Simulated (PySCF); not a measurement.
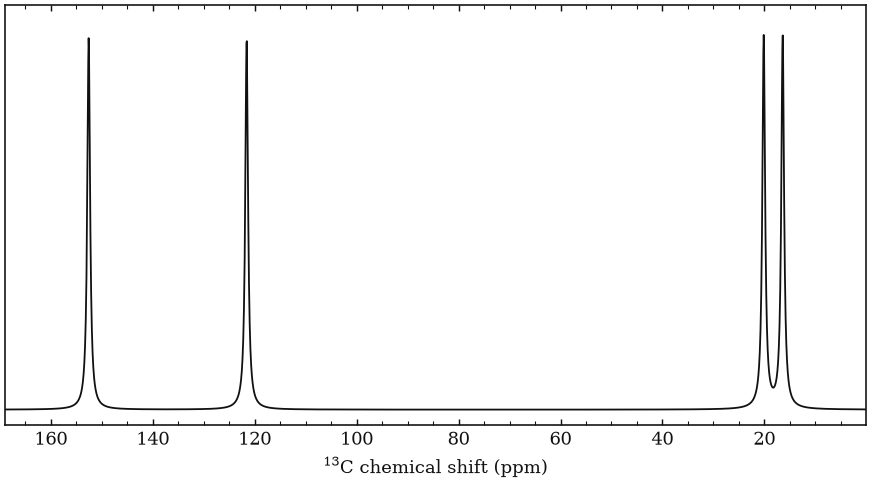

GIAO shifts, PBE0/pcSseg-1 with PySCF 2.14.0, at a GFN2-xTB geometry (no frequency check), against TMS for ¹³C computed at the same level. Gas phase, fully decoupled, line heights follow the number of nuclei, widths are arbitrary (no quadrupolar broadening); values of one conformer, averaged over methyl-type rotors and exact or near symmetry.

### Which structure fits the spectrum?
A. C₇H₈BN, SMILES [BH3-][n+]1ccc(C#C)cc1
B. CF₂O (carbonyl fluoride), SMILES O=C(F)F
C. C₄H₇F, SMILES CC(C)=CF
D. C₆H₆NS⁺, SMILES C#Cc1c[n+](C)cs1

C. Its ¹³C signals: 152.6 (1 C), 121.6 (1 C), 20.1 (1 C), 16.4 (1 C) ppm.

Note: the tight-binding geometry is rougher than a DFT one and adds to the error.
